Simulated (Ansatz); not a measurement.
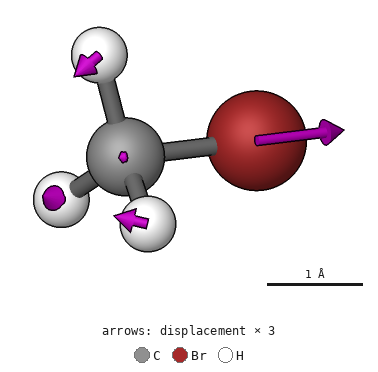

This is a relaxation of CH3Br. The starting structure is drawn; purple arrows show the displacements, magnified 3 times. The two geometries are superimposed by the best rigid fit.

The picture is a ball-and-stick view, seen at a tilt.

It is one of the separated reactants of a reaction.

Theory: RKS PBE-D4/def2-SVP in Ansatz.

Input file:
```yaml
crystal:
  periodic: [false, false, false]
  atoms:
    - {symbol: C, position_ang: [-0.086075, 0.100118, 0.071640]}
    - {symbol: Br, position_ang: [0.810886, -0.943194, -0.674902]}
    - {symbol: H, position_ang: [0.638324, 0.957898, 0.312358]}
    - {symbol: H, position_ang: [-0.466232, -0.476054, 0.989239]}
    - {symbol: H, position_ang: [-0.896903, 0.361232, -0.698334]}
basis:
  gaussian: {orbitals: def2-SVP}
hamiltonian: {xc: pbe, dispersion: d4}
relax: {f_tol: 0.03, max_steps: 250}
```

Launched with:
```bash
ansatz run in.yaml --threads 2 --pin off --events-out ev --progress --plain --max-ram 4352MiB
```

Q: Which element moves most?

A: Bromine: up to 0.35 Å, against 0.13 Å for hydrogen.

Q: What happened in the run?

A: After 5 geometry steps the energy has fallen by 2.924 eV. Largest force component: 12 eV/Å at the start, 0.0052 eV/Å at the end. The atom that moves furthest after the best rigid fit is Br2 (0.35 Å). Largest moves by element: Br 0.35 Å, H 0.13 Å, C 0.03 Å. Among the contacts that change: C1–Br2 1.565 → 1.949 Å, C1–H3 1.148 → 1.104 Å. Bond angles that change, for instance: Br2–C1–H3 103.7° → 108.4°, H3–C1–H4 114.6° → 110.5°.
